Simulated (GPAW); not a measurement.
# C K ELNES/XANES of rock-salt (TiC)₁₋ₓ(ZrC)ₓ at x = 0.125 from DFT

What does the C K edge look like in rock-salt (TiC)₁₋ₓ(ZrC)ₓ at x = 0.125?

Main program and level: GPAW 26.7.0; X-ray absorption from dipole matrix elements to empty bands, plane-wave PAW PBE.

### 1. The structure

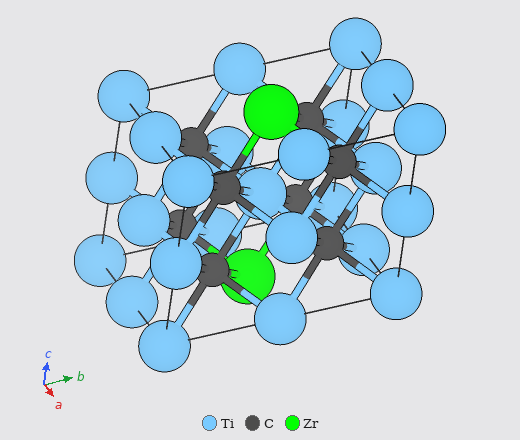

Start, viewed slightly off an axis; titanium blue, carbon dark grey, zirconium green. Bonds to atoms that aren't drawn are left out. Some periodic images of atoms are drawn too.

The cell holds 16 atoms: 7 Ti, 8 C and 1 Zr. Cell: a = 6.186 Å, b = 6.186 Å, c = 6.186 Å, α = 60.0°, β = 60.0°, γ = 60.0°. 16-atom rock-salt cell, 1 of 8 Ti sites taken by Zr at random, lattice constants typed for the ends and interpolated (Vegard).

Coordinates:

```cif
data_structure
_symmetry_space_group_name_H-M 'P 1'
_symmetry_Int_Tables_number 1
_cell_length_a 6.1865
_cell_length_b 6.1865
_cell_length_c 6.1865
_cell_angle_alpha 60.000
_cell_angle_beta 60.000
_cell_angle_gamma 60.000
_cell_volume 167.42
loop_
_atom_site_label
_atom_site_type_symbol
_atom_site_fract_x
_atom_site_fract_y
_atom_site_fract_z
_atom_site_occupancy
Ti1 Ti 0.00130 0.00117 0.99583 1
C2 C 0.75143 0.25063 0.24974 1
Ti3 Ti 0.00231 0.99923 0.49905 1
C4 C 0.74870 0.24924 0.74860 1
Ti5 Ti 0.99916 0.50111 0.00103 1
C6 C 0.74756 0.74689 0.25239 1
Ti7 Ti 0.00156 0.49881 0.49619 1
C8 C 0.74805 0.74995 0.74667 1
Ti9 Ti 0.49566 0.00076 0.00118 1
C10 C 0.25157 0.25142 0.25291 1
Ti11 Ti 0.49917 0.00060 0.49899 1
C12 C 0.24999 0.24888 0.75268 1
Zr13 Zr 0.50262 0.49778 0.00251 1
C14 C 0.25239 0.74976 0.24841 1
Ti15 Ti 0.49862 0.50457 0.50234 1
C16 C 0.25386 0.74654 0.75001 1
```

### 2. Relaxation

Bond lengths around the absorber set the edge shape, so the atoms are relaxed before any spectrum.

Input file relax.py:

```python
import numpy as np
from ase import Atoms
from ase.parallel import parprint, paropen
from gpaw import GPAW, PW, FermiDirac, Mixer, MixerDif, setup_paths
from ase.optimize import BFGS

atoms = Atoms('TiCTiCTiCTiCTiCTiCZrCTiC',
    cell=[[0, 4.3745, 4.3745],
     [4.3745, 0, 4.3745],
     [4.3745, 4.3745, 0]],
    scaled_positions=[[0.001303, 0.001166, 0.995828],
     [0.751427, 0.25063, 0.249735],
     [0.002306, 0.99923, 0.499048],
     [0.748699, 0.249237, 0.748599],
     [0.999155, 0.501107, 0.00103],
     [0.747562, 0.746893, 0.25239],
     [0.00156, 0.498811, 0.496186],
     [0.748046, 0.749954, 0.746672],
     [0.495663, 0.000762, 0.001177],
     [0.251567, 0.251419, 0.25291],
     [0.499172, 0.000604, 0.498992],
     [0.249995, 0.248881, 0.752681],
     [0.502622, 0.497781, 0.002509],
     [0.25239, 0.749756, 0.248415],
     [0.498617, 0.504574, 0.502343],
     [0.253863, 0.746538, 0.750008]],
    pbc=True)
atoms.calc = GPAW(legacy_gpaw=True, mode=PW(500, force_complex_dtype=True), xc='PBE', setups={},
    kpts={'size': (4, 4, 4), 'gamma': True}, occupations=FermiDirac(0.08),
    charge=0, mixer=Mixer(0.1, 5, 50), maxiter=150,
    convergence={'density': 0.0001, 'eigenstates': 1e-6}, txt='relax.txt')
steps = []
opt = BFGS(atoms, logfile='-')
opt.attach(lambda: steps.append([atoms.get_potential_energy(), float(np.linalg.norm(atoms.get_forces(), axis=1).max())]))
done = opt.run(fmax=0.05, steps=30)
out = dict(done=bool(done), steps=steps, frac=atoms.get_scaled_positions().tolist())
import json
with paropen('out.json', 'w') as f:
    json.dump(out, f)
```

Launch:

```console
> OMP_NUM_THREADS=1 mpirun -n 4 gpaw python relax.py
```

Numbers of over 12 decimals in the logs are rounded to 6 here.

Output:

```text
Input parameters:
  convergence: {density: 0.0001,
                eigenstates: 1e-06}
  kpts: {gamma: True,
         size: (4, 4, 4)}
  maxiter: 150
  mixer: {backend: pulay,
          beta: 0.1,
          method: separate,
          nmaxold: 5,
          weight: 50}
  mode: {ecut: 500.0,
         force_complex_dtype: True,
         name: pw}
  occupations: {fixmagmom: False,
                name: fermi-dirac,
[...]
Forces in eV/Ang:
[...]
14 Ti   -0.00628    0.00727    0.01078
 15 C    -0.00830    0.01577    0.00643
Step     Time          Energy          fmax
BFGS:    0 05:05:21     -140.043840        1.572705
BFGS:    1 05:06:03     -140.208481        1.000654
BFGS:    2 05:06:57     -140.322608        0.145541
BFGS:    3 05:07:22     -140.324996        0.119518
BFGS:    4 05:08:00     -140.327818        0.079787
BFGS:    5 05:08:26     -140.328440        0.036163
[key lines of the parts left out:]
Converged after 6 iterations.
Dipole moment: (0.105634, -0.162750, -0.070748) |e|*Ang
Free energy:   -140.328440
Fermi level: 10.25024
```

The job ended after 5 min (4 MPI ranks of Arm Neoverse V2, shared host; peak memory 0.4 GiB).

In 5 steps the energy fell by 284 meV (energies extrapolated to zero smearing) and the largest force to 0.036 eV/Å. Atom 10 (C; the text counts from 1, the script from 0) is among those that moved most, by 0.07 Å.

### 3. Ground state of the crystal

The ground state comes first: it tells whether the system has a gap, which decides how the excited electron is treated.

Input file scf.py:

```python
import numpy as np
from ase import Atoms
from ase.parallel import parprint, paropen
from gpaw import GPAW, PW, FermiDirac, Mixer, MixerDif, setup_paths
from gpaw.test import gen
setup_paths.insert(0, '.')
gen('C', name='nch1s', xcname='PBE', corehole=(1, 0, 0), write_xml=True)
from gpaw.mpi import world
world.barrier()

atoms = Atoms('TiCTiCTiCTiCTiCTiCZrCTiC',
    cell=[[0, 4.3745, 4.3745],
     [4.3745, 0, 4.3745],
     [4.3745, 4.3745, 0]],
    scaled_positions=[[0.0004296, 0.9995581, 0.9997077],
     [0.7561819, 0.2440955, 0.2554868],
     [0.0003048, 0.9998752, 0.4998086],
     [0.7558214, 0.2441124, 0.7442947],
     [0.0003094, 0.4998055, 0.0000934],
     [0.7500963, 0.7499377, 0.2498293],
     [0.0003891, 0.4997957, 0.499786],
     [0.7559303, 0.7556591, 0.7440644],
     [0.499978, 0.9999812, 0.000082],
     [0.2444983, 0.2442921, 0.2556287],
     [0.5004975, 0.9997448, 0.4998861],
     [0.2499497, 0.2499159, 0.7500383],
     [0.5002718, 0.4997151, 0.0000368],
     [0.2445333, 0.7555559, 0.2554108],
     [0.5001455, 0.4998288, 0.5000442],
     [0.24463, 0.7554375, 0.7443514]],
    pbc=True)
atoms.calc = calc = GPAW(legacy_gpaw=True, mode=PW(500, force_complex_dtype=True), xc='PBE', setups={1: 'nch1s'},
    kpts={'size': (4, 4, 4), 'gamma': True}, occupations=FermiDirac(0.05),
    charge=0, mixer=Mixer(0.1, 5, 50), maxiter=150,
    convergence={'density': 0.0001, 'eigenstates': 1e-6}, txt='scf.txt')
energy = atoms.get_potential_energy() + calc.get_reference_energy()
ef = calc.get_fermi_level()
out = dict(energy=energy, fermi=ef, forces=atoms.get_forces().tolist())
parprint(f'all-electron energy {energy:.4f} eV, Fermi level {ef:.4f} eV')
ev = np.array([[calc.get_eigenvalues(k, s) for k in range(len(calc.get_ibz_k_points()))] for s in range(calc.get_number_of_spins())])
out['homo'], out['lumo'], out['counts'] = ev[ev < ef].max(), ev[ev > ef].min(), sorted(set((ev < ef).sum((0, 2)).tolist()))
out['filled'] = (ev[:, 0] < ef).sum(1).tolist()
import json
with paropen('out.json', 'w') as f:
    json.dump(out, f)
```

Launch:

```console
> OMP_NUM_THREADS=1 mpirun -n 4 gpaw python scf.py
```

Output:

```text
Input parameters:
  convergence: {density: 0.0001,
                eigenstates: 1e-06}
  kpts: {gamma: True,
         size: (4, 4, 4)}
  maxiter: 150
  mixer: {backend: pulay,
          beta: 0.1,
          method: separate,
          nmaxold: 5,
          weight: 50}
  mode: {ecut: 500.0,
         force_complex_dtype: True,
         name: pw}
  occupations: {fixmagmom: False,
                name: fermi-dirac,
                width: 0.05}
  setups: {1: nch1s}
  xc: PBE

Initialize ...

[... PAW data sets ...]

Reference energy: -268682.696204  # eV

Spin-paired calculation

[... convergence settings ...]
Symmetries present (total): 1
  [... symmetry matrices ...]

64 k-points: 4 x 4 x 4 Monkhorst-Pack grid + [1/8,1/8,1/8]
36 k-points in the irreducible part of the Brillouin zone
       k-points in crystal coordinates                weights
   0:     0.00000000    0.00000000    0.00000000          1/64
   1:     0.00000000    0.00000000    0.25000000          2/64
   2:     0.00000000    0.00000000    0.50000000          1/64
   3:     0.00000000    0.25000000   -0.25000000          2/64
   4:     0.00000000    0.25000000    0.00000000          2/64
   5:     0.00000000    0.25000000    0.25000000          2/64
   6:     0.00000000    0.25000000    0.50000000          2/64
   7:     0.00000000    0.50000000    0.00000000          1/64
   8:     0.00000000    0.50000000    0.25000000          2/64
   9:     0.00000000    0.50000000    0.50000000          1/64
          ...
  35:     0.50000000    0.50000000    0.50000000          1/64

Wave functions: Plane wave expansion
  Cutoff energy: 500.000 eV
  Number of coefficients (min, max): 4236, 4279
  Pulay-stress correction: 0.000000 eV/Ang^3 (de/decut=0.000000)
  Using FFTW library
  Wavefunction extrapolation:
    Improved wavefunction reuse through dual PAW basis

Occupation numbers: Fermi-Dirac:
  width: 0.0500  # eV

Eigensolver
   Davidson(niter=2)

Densities:
  Coarse grid: 32*32*32 grid
  Fine grid: 64*64*64 grid
  Total Charge: 0.000000

Density mixing:
  Method: separate
  Backend: pulay
  Linear mixing parameter: 0.1
  old densities: 5
  Width of damping distribution: 1.1
  Damping of long wavelength oscillations: 50

[... Hamiltonian set-up ...]
Number of atoms: 16
Number of atomic orbitals: 136
Number of bands in calculation: 81
Number of valence electrons: 128
Bands to converge: occupied

... initialized

Initializing position-dependent things.

Density initialized from atomic densities
Creating initial wave functions:
  81 bands from LCAO basis set

                      C

               C    Ti
              TiC
          C    Ti   C     Ti

        Zr    C    Ti
               C
        C     Ti
       Ti

Atomic positions and initial magnetic moments

Positions:
   0 Ti     8.745788    4.375101    4.374446    ( 0.0000,  0.0000,  0.0000)
   1 C      2.185423    4.425545    4.375713    ( 0.0000,  0.0000,  0.0000)
   2 Ti     6.560367    2.187746    4.375287    ( 0.0000,  0.0000,  0.0000)
   3 C      4.323787    6.562258    4.374210    ( 0.0000,  0.0000,  0.0000)
   4 Ti     2.186808    0.001762    2.187753    ( 0.0000,  0.0000,  0.0000)
   5 C      4.373481    4.374175    6.561899    ( 0.0000,  0.0000,  0.0000)
   6 Ti     4.372670    2.188016    2.188058    ( 0.0000,  0.0000,  0.0000)
[...]
13 C      4.422474    2.187005    4.374890    ( 0.0000,  0.0000,  0.0000)
  14 Ti     4.373944    4.375330    4.374388    ( 0.0000,  0.0000,  0.0000)
  15 C      6.560827    4.326299    4.374795    ( 0.0000,  0.0000,  0.0000)

Unit cell:
           periodic     x           y           z      points  spacing
  1. axis:    yes    0.000000    4.374500    4.374500    32     0.1579
  2. axis:    yes    4.374500    0.000000    4.374500    32     0.1579
  3. axis:    yes    4.374500    4.374500    0.000000    32     0.1579

  Lengths:   6.186477   6.186477   6.186477
  Angles:   60.000000  60.000000  60.000000

Effective grid spacing dv^(1/3) = 0.1722

iter:   1  -158.201972
iter:   2  -145.988320   -0.32  -0.89
iter:   3  -139.400238   +0.48  -1.03
iter:   4  -140.176525   -0.28  -1.60
iter:   5  -140.857133   -0.59  -1.59
iter:   6  -140.563834   -1.09  -1.56
iter:   7  -140.696847   -1.72  -1.98
iter:   8  -140.409945   -1.64  -1.88
iter:   9  -140.330463   -2.09  -2.08
iter:  10  -140.297530   -2.01  -2.25
iter:  11  -140.307685c  -2.09  -2.69
iter:  12  -140.307244c  -2.92  -2.96
iter:  13  -140.305763c  -3.65  -3.11
iter:  14  -140.305814c  -4.28  -3.25
iter:  15  -140.305805c  -5.13  -3.56
iter:  16  -140.305817c  -5.41  -3.72
iter:  17  -140.305823c  -5.64  -3.90
iter:  18  -140.305827c  -6.16c -4.36c

Converged after 18 iterations.

Dipole moment: (0.105919, -0.162565, -0.070671) |e|*Ang

Energy contributions relative to reference atoms: (reference = -268682.696204)

Kinetic:       +134.934126
Potential:     -143.691409
External:        +0.000000
XC:            -132.210001
Entropy (-ST):   -0.017154
Local:           +0.670034
SIC:             +0.000000
--------------------------
Free energy:   -140.314404
Extrapolated:  -140.305827

Showing only first 2 kpts
 Kpt  Band  Eigenvalues  Occupancy
  0    62     10.40259    0.07840
  0    63     10.40292    0.07790
  0    64     11.01335    0.00000
  0    65     11.01340    0.00000

  1    62      9.99865    1.98491
  1    63      9.99867    1.98491
  1    64     10.69044    0.00026
  1    65     10.69066    0.00026

Fermi level: 10.24263

No gap
No difference between direct/indirect transitions

Forces in eV/Ang:
  0 Ti    0.03038   -0.00836    0.00889
  1 C     0.01106   -0.03155   -0.01172
  2 Ti    0.00653   -0.00029   -0.01439
  3 C     0.02202   -0.00090    0.00702
  4 Ti   -0.00959   -0.02884   -0.01034
  5 C     0.00045    0.01275   -0.00182
  6 Ti    0.02028    0.00168   -0.01197
[...]
13 C    -0.01777    0.01552   -0.00162
 14 Ti   -0.00669   -0.00032    0.00497
 15 C    -0.00731    0.01820    0.00295
Scalar-relativistic atomic PBE calculation for C (Carbon, Z=6)
Core hole in 1s state (1s occupation: 2.0)
300 radial gridpoints.
|------------------------------------------------|
|------------------------------------------------|
[... the atom generator's iteration count ...]

Energy contributions:
-------------------------
Kinetic:      +37.662629
XC:            -5.078007
Potential:    -70.349262
-------------------------
Total:        -37.764640

state      eigenvalue         ekin         rmax
-----------------------------------------------
1s^2.0 :   -10.046298    15.958807        0.174
2s^2.0 :    -0.505334     1.651367        1.213
2p^2.0 :    -0.194204     1.221141        1.203
-----------------------------------------------
(units: Bohr and Hartree)

Generating PAW setup
Kinetic energy of the core from tauc = 31.932223
Cutoffs:
rc(s)=1.200
rc(p)=1.200
rc(d)=1.200
rc(vbar)=1.080
rc(comp)=1.200
rc(nct)=1.200

Kinetic energy of the core states: 31.917614
Charge: 0.0
Core electrons: 2.0
Valence electrons: 4.0
Pseudo-core charge: 0.031265
Shape function alpha=6.944
Pseudo-electron charge 4.035260
state    eigenvalue         norm
--------------------------------
2s(2) :    -0.505334     1.046026
*s    :     0.494666
2p(2) :    -0.194204     0.955972
*p    :     0.805796
*d    :     0.000000
--------------------------------

Diagonalizing with gridspacing h=0.050

state   all-electron     PAW
-------------------------------
2s:      -0.505334    -0.505970
2p:      -0.194204    -0.194948
*d:                    0.044948
*f:                    0.074429
-------------------------------
all-electron energy -268823.0020 eV, Fermi level 10.2426 eV
```

The job ended after 91 s (4 MPI ranks; peak memory 0.4 GiB; 6.1 min of CPU time).

The mesh shows no gap, so the system is treated as a metal and the core electron is put at the Fermi level (neutral cell).

### 4. Reference energy of the cell

The photon energy needs a difference of total energies, so the cell and mesh of the coming hole run are first run without a hole.

Changes to scf.py since step 3:

```diff
@@ -32,3 +32,3 @@
 atoms.calc = calc = GPAW(legacy_gpaw=True, mode=PW(500, force_complex_dtype=True), xc='PBE', setups={1: 'nch1s'},
-    kpts={'size': (4, 4, 4), 'gamma': True}, occupations=FermiDirac(0.05),
+    kpts={'size': (4, 4, 4), 'gamma': True}, occupations=FermiDirac(0.1),
     charge=0, mixer=Mixer(0.1, 5, 50), maxiter=150,
```

Output:

```text
Input parameters:
  convergence: {density: 0.0001,
                eigenstates: 1e-06}
  kpts: {gamma: True,
         size: (4, 4, 4)}
  maxiter: 150
  mixer: {backend: pulay,
          beta: 0.1,
          method: separate,
          nmaxold: 5,
          weight: 50}
  mode: {ecut: 500.0,
         force_complex_dtype: True,
         name: pw}
  occupations: {fixmagmom: False,
                name: fermi-dirac,
[...]
2s(2) :    -0.505334     1.046026
*s    :     0.494666
2p(2) :    -0.194204     0.955972
*p    :     0.805796
*d    :     0.000000
--------------------------------

Diagonalizing with gridspacing h=0.050

state   all-electron     PAW
-------------------------------
2s:      -0.505334    -0.505970
2p:      -0.194204    -0.194948
*d:                    0.044948
*f:                    0.074429
-------------------------------
all-electron energy -268822.9990 eV, Fermi level 10.2584 eV
[key lines of the parts left out:]
Converged after 20 iterations.
Dipole moment: (0.105891, -0.162508, -0.070656) |e|*Ang
Free energy:   -140.342195
Fermi level: 10.25836
```

It took 1.7 min on 4 MPI ranks; peak memory 0.4 GiB.

Reference energy: -268822.999 eV with the cores included.

(Continued in part 2 of 3.)

[Banner, clock and machine lines of the logs are left out without a mark of their own.]

[Logs are printed without paths, hosts, clocks, repeated set-up lines and the standing remarks that a program may print on its own settings, such as how far it seeks lower states.]

[Hosts, paths, dates, database ids (printed as entryN), source tags and the programs' standing remarks are cut or masked in the printed files.]

[Lists of maxima count a maximum above −3 eV only where it reaches 4 % of the highest in the window and stands out from its surroundings by 2 % of it (1.5 % where it reaches 55 %); shoulders and weaker maxima are passed over, and of the rest the first, up to two pre-edge ones and the few strongest are named.]
